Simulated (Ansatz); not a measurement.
# Strength of the S–Si bond: C3H10SSi → C3H7S + SiH3

Species: C3H10SSi `CC(C)S[SiH3]`, singlet; C3H7S `CC(C)[S]`, doublet; SiH3 (silyl radical) `[SiH3]`, doublet. 

Shapes, held fixed at every level: PBE0-D4/def2-TZVP. Flexible molecules stand in one conformer, not always the lowest. Programs: Ansatz 0.2.0. Electronic energies: no zero-point or thermal term.

```json
{"level": "HF/def2-TZVPP", "kind": "Hartree–Fock", "ΔE (kJ/mol)": "+252.7", "less CCSD(T)/CBS estimate": "-121.1"}
{"level": "r2SCAN-D4/def2-TZVPP", "kind": "meta-GGA", "ΔE (kJ/mol)": "+350.5", "less CCSD(T)/CBS estimate": "-23.3"}
{"level": "B3LYP-D4/def2-TZVPP", "kind": "global hybrid", "ΔE (kJ/mol)": "+351.1", "less CCSD(T)/CBS estimate": "-22.7"}
{"level": "wB97M-V/def2-TZVPP", "kind": "range-separated hybrid", "ΔE (kJ/mol)": "+373.3", "less CCSD(T)/CBS estimate": "-0.5"}
{"level": "CCSD(T)/def2-TZVPP", "kind": "coupled cluster or CI", "ΔE (kJ/mol)": "+357.1", "less CCSD(T)/CBS estimate": "-16.7"}
{"level": "CCSD/def2-TZVPP", "kind": "coupled cluster or CI", "ΔE (kJ/mol)": "+346.1", "less CCSD(T)/CBS estimate": "-27.7"}
{"level": "CCSD(T)/CBS estimate", "kind": "coupled cluster or CI", "ΔE (kJ/mol)": "+373.8", "less CCSD(T)/CBS estimate": "0.0"}
```

The highest level, CCSD(T)/CBS estimate, gives ΔE = +373.8 kJ/mol; the levels span +252.7 to +373.8. The column of differences is taken from that level and isn't an error. Hartree–Fock misses the correlation of the pair that is broken and comes out low. No measured value is set beside it here. Open shells run unrestricted unless RO is named. The CBS estimate extrapolates MP2 from def2-TZVPP and def2-QZVPP and adds CCSD(T) − MP2 in the triple-zeta set, cores frozen.

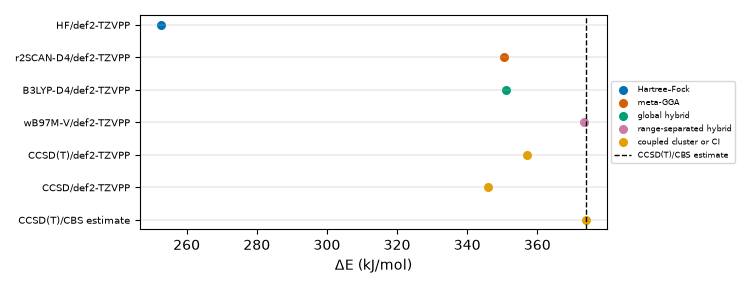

The values of the table, level by level.
